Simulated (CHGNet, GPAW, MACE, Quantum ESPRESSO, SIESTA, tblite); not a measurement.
## Random packing of Si18Te82 (at. %) (65 atoms): runs against a plane-wave reference

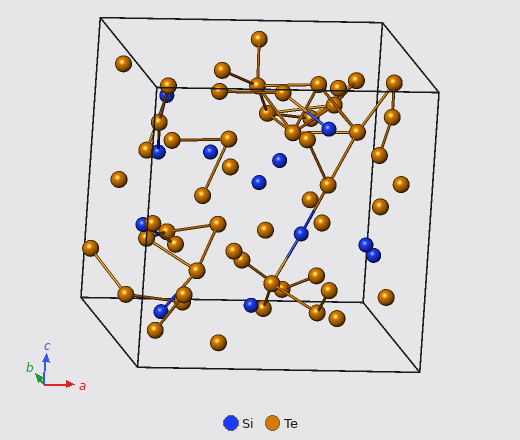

The cell (silicon blue, tellurium orange). Bonds to atoms that aren't drawn are left out. Some periodic images of atoms are drawn too.

Density of this cell: 5.40 g/cm³. The cell holds 65 atoms: 12 Si and 53 Te. Cell: a = 12.970 Å, b = 12.970 Å, c = 12.970 Å, α = 90.0°, β = 90.0°, γ = 90.0°. 65 atoms (12 Si, 53 Te) packed at random in a cube at 5.4 g/cm³ and pushed apart as soft spheres; a start for melting by ab initio MD, not an equilibrated structure. Then every atom was moved at random, 0.02 Å r.m.s. a Cartesian component.

Geometry: as built.

The reference, a calculation:

| Quantity | Value |
| --- | --- |
| method | Kohn-Sham DFT, PBE, SSSP efficiency 1.3.0 pseudopotentials, plane waves (Quantum ESPRESSO 7.5); sssp-pbe-1.3.0-efficiency, cutoffs 45/360 Ry, Γ point |
| r.m.s. force component | 1.092 eV/Å |
| longest force | 4.868 eV/Å |
| pressure | 4.592 GPa |
| time | 3.3 min on 4 MPI ranks of Arm Neoverse V1, shared host |
| CPU time | 13 min |

Q: Estimate the differences from the reference, the CPU time and the memory of each run.
- CHGNet r2SCAN potential (CHGNet r2SCAN; 1 thread)
- SIESTA PBE, SZP, shift 0.01 Ry, mesh 300 Ry (SIESTA 5.4.2; 1 thread)
- SIESTA PBE, SZ, shift 0.01 Ry, mesh 300 Ry (SIESTA 5.4.2; 1 thread)
- MACE MPA-0 medium potential (MACE MPA-0 medium; 1 thread)
- GPAW PBE, LCAO dzp, h 0.2 Å (GPAW 26.7.0; 1 thread)
- GPAW revPBE, LCAO dzp, h 0.2 Å (GPAW 26.7.0; 1 thread)
- MACE MP-0b3 medium potential (MACE MP-0b3 medium; 1 thread)
- SIESTA PBE, DZP, shift 0.01 Ry, mesh 300 Ry (SIESTA 5.4.2; 1 thread)
- SIESTA PBE, DZP, shift 0.04 Ry, mesh 300 Ry (SIESTA 5.4.2; 1 thread)
- GPAW PBE, LCAO sz(dzp), h 0.2 Å (GPAW 26.7.0; 1 thread)

Differences are against the plane-wave reference, forces as r.m.s. over components; share is that over the reference's r.m.s. force, slope the least-squares factor from reference forces to these. Total energies of different programs have different zeros and aren't compared.

| run | Δ force, r.m.s. (meV/Å) | share (%) | slope | Δ pressure (GPa) | cores | CPU time | memory (GiB) |
| --- | --- | --- | --- | --- | --- | --- | --- |
| reference | - | - | - | - | 4 | 13 min | 4.5 |
| CHGNet r2SCAN potential | 634 | 58.0 | 0.553 | -2.00 | 1 | 4.5 s | 0.52 |
| SIESTA PBE, SZP, shift 0.01 Ry, mesh 300 Ry (coarse) | 622 | 56.9 | 1.463 | 2.50 | 1 | 4 min | 1.2 |
| SIESTA PBE, SZ, shift 0.01 Ry, mesh 300 Ry (coarse) | 958 | 87.8 | 1.734 | 7.01 | 1 | 2 min | 0.76 |
| MACE MPA-0 medium potential | 232 | 21.2 | 0.917 | -0.0529 | 1 | 9.1 s | 0.72 |
| GPAW PBE, LCAO dzp, h 0.2 Å | 214 | 19.6 | 1.166 | - | 1 | 2.8 min | 1.7 |
| GPAW revPBE, LCAO dzp, h 0.2 Å | 231 | 21.1 | 1.181 | - | 1 | 2.9 min | 1.7 |
| MACE MP-0b3 medium potential | 315 | 28.8 | 0.886 | 0.256 | 1 | 9.1 s | 0.72 |
| SIESTA PBE, DZP, shift 0.01 Ry, mesh 300 Ry | 386 | 35.3 | 1.304 | 1.33 | 1 | 5.1 min | 1.3 |
| SIESTA PBE, DZP, shift 0.04 Ry, mesh 300 Ry (coarse) | 243 | 22.2 | 1.152 | -9.73 | 1 | 3.2 min | 0.98 |
| GPAW PBE, LCAO sz(dzp), h 0.2 Å (coarse) | 764 | 70.0 | 1.567 | - | 1 | 85 s | 1.4 |

Rows marked coarse were listed beforehand as settings not expected to be converged; some can still land near the reference.

Times of the machine-learned potentials are mostly Python's start and the loading of weights.

CPU time is summed over cores on a shared host, where runs went side by side, so it is rough. Symmetry, cutoffs, thresholds, outputs and thread counts weren't matched or tuned between programs; memory under MPI is the largest rank's times the ranks.

The PBE runs in local orbitals, coarse settings apart, differ by 20 % (GPAW PBE, LCAO dzp, h 0.2 Å) to 35 % (SIESTA PBE, DZP, shift 0.01 Ry, mesh 300 Ry); basis, grid and potentials can all enter. Machine-learned potentials differ by 21 % (MACE MPA-0 medium potential) to 58 % (CHGNet r2SCAN potential); they were trained on other programs' data, some at another functional. Rows with another functional or a dispersion term differ by 21 % (GPAW revPBE, LCAO dzp, h 0.2 Å), which mixes the change of model with differences of basis and potentials. Runs with settings chosen to be coarse differ by 22 % (SIESTA PBE, DZP, shift 0.04 Ry, mesh 300 Ry) to 88 % (SIESTA PBE, SZ, shift 0.01 Ry, mesh 300 Ry), their programs' other errors included. Machine-learned potentials mimic data converged in k, so the reference's own k-point error enters their differences. The electronic-structure runs sample only Γ, in a cell whose shortest periodic width is 13 Å, which is coarse for a cell with partly filled levels.

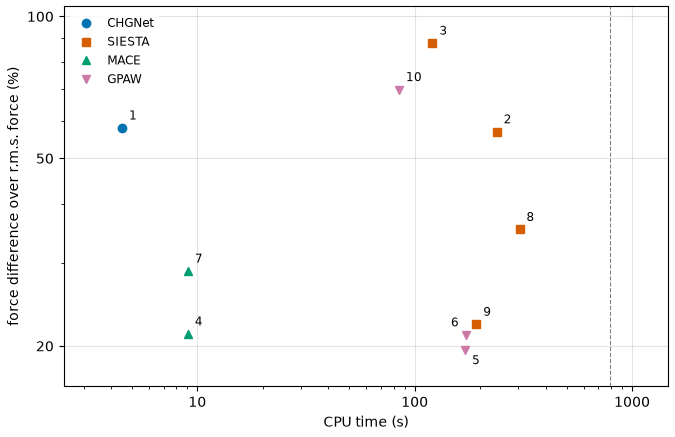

Force difference against CPU time; the dashed line marks the reference's time. Points: 1 CHGNet r2SCAN potential; 2 SIESTA PBE, SZP, shift 0.01 Ry, mesh 300 Ry; 3 SIESTA PBE, SZ, shift 0.01 Ry, mesh 300 Ry; 4 MACE MPA-0 medium potential; 5 GPAW PBE, LCAO dzp, h 0.2 Å; 6 GPAW revPBE, LCAO dzp, h 0.2 Å; 7 MACE MP-0b3 medium potential; 8 SIESTA PBE, DZP, shift 0.01 Ry, mesh 300 Ry; 9 SIESTA PBE, DZP, shift 0.04 Ry, mesh 300 Ry; 10 GPAW PBE, LCAO sz(dzp), h 0.2 Å.

[Hosts, paths, dates, database ids (printed as entryN), source tags and the programs' standing remarks are cut or masked in the printed files.]
